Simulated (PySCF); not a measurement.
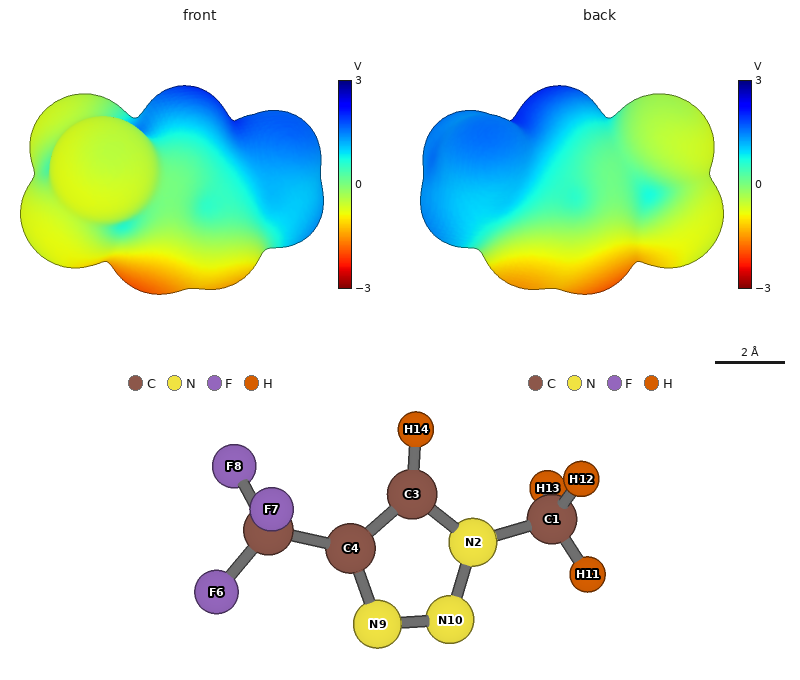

C4H4F3N3 (SMILES Cn1cc(C(F)(F)F)nn1). The molecular electrostatic potential painted on the density surface at 0.002 e/bohr³, seen from the front and from behind; the colour scale runs from red (negative) to blue (positive). The bare structure is drawn below in the same view.

Geometry: GFN2-xTB.

Level of theory: PBE0/pcSseg-1, SCF density, gas phase, non-relativistic in PySCF.

```xyz
14

C    -2.5001   -0.0697    0.0374
N    -1.0988   -0.1010   -0.2595
C    -0.0602    0.1425    0.5630
C     1.0483   -0.0395   -0.2432
C     2.4825    0.1118    0.1207
F     3.3170   -0.4211   -0.7672
F     2.8312    1.4070    0.2611
F     2.7489   -0.4657    1.3105
N     0.6168   -0.3732   -1.4774
N    -0.6550   -0.4067   -1.4713
H    -3.0371   -0.1580   -0.9047
H    -2.7629    0.8675    0.5275
H    -2.7709   -0.9030    0.6875
H    -0.1603    0.4088    1.5935
```

### Where is the surface potential most negative and most positive?

The most negative region (about −1.9 V, or −44 kcal/mol for a unit charge) lies over N9, the most positive (about +2.0 V, or +46 kcal/mol for a unit charge) over C1, C3 and H14. N9 is the likeliest acceptor of a hydrogen bond.

### What dipole moment does the calculation give?

Its dipole moment is 5.95 D.
